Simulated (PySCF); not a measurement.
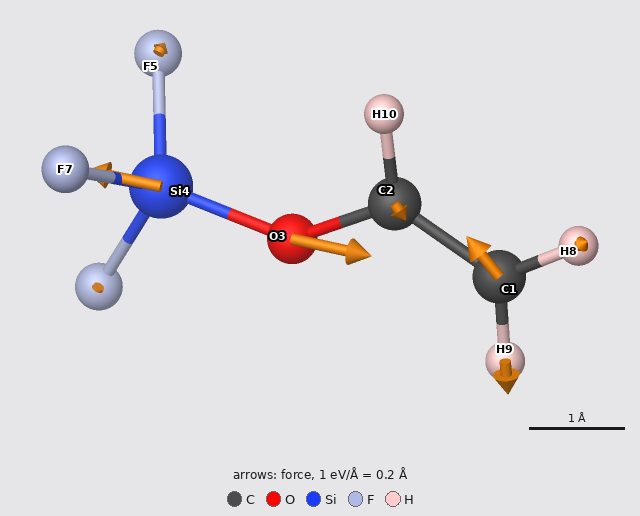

Starting geometry of C₂H₃F₃OSi with the computed forces as orange arrows. A ball-and-stick model, seen from a free direction.

The start comes from GFN2-xTB. Its atoms were then displaced at random by about 0.01 Å.

These are results of PBE0-D3(BJ)/def2-SVP geometry optimisation, gas phase in PySCF, not measurements. 

**What follows when this structure is relaxed?**

It isn't relaxed: the largest force vector, on the O atom, is 4.55 eV/Å. The final displacements have little in common with the starting forces (cosine between the two patterns 0.02). After 17 geometry steps the energy has fallen by 0.305 eV. An H atom moves most after the best rigid fit: 0.80 Å. By element the largest moves are H 0.80 Å, F 0.63 Å, C 0.23 Å, O 0.21 Å, Si 0.09 Å. Some distances before and after: O–Si 1.531 → 1.622 Å, C–H 1.043 → 1.092 Å, C–C 1.347 → 1.328 Å, C–H 1.071 → 1.090 Å. Among the angles between lasting bonds that change: C–O–Si 137.8° → 129.7°, O–Si–F 115.3° → 110.0°, O–Si–F 116.6° → 111.6°. Groups turn about O–Si by about 40°. The run took 98 s on 1 thread of Arm Neoverse V1 (shared host).
